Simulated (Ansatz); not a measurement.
# A computed series for GaP: pressure series

Consider GaP in the zinc blende structure (space group F-43m, No. 216; a = 5.451 Å).

Cell and atoms are relaxed at each pressure.

Method: r2SCAN, PAW, 500 eV (Ansatz, a first-principles code; no spin-orbit coupling).

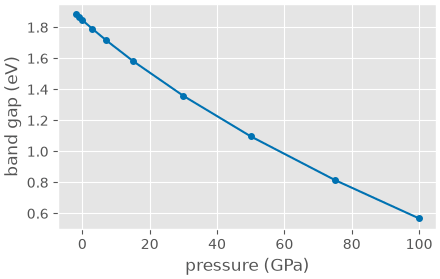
Fig. 1. Band gap against pressure

**Question.** From the plot, what is the band gap for pressure 15 GPa?

**Answer.** About 1.6 eV.

**Question.** Is the trend monotonic over the range shown?

**Answer.** Yes, it falls throughout, spanning 0.57 eV to 1.88 eV.

Load acts through the strain it causes; cell and atoms are relaxed under it. Stability against distortions was not tested. Measured, GaP leaves this structure (for a Cmcm phase) near 26 GPa (temperature not stated; as listed in Datta, Sujoy, Jana, Debnarayan, arXiv (2020)).
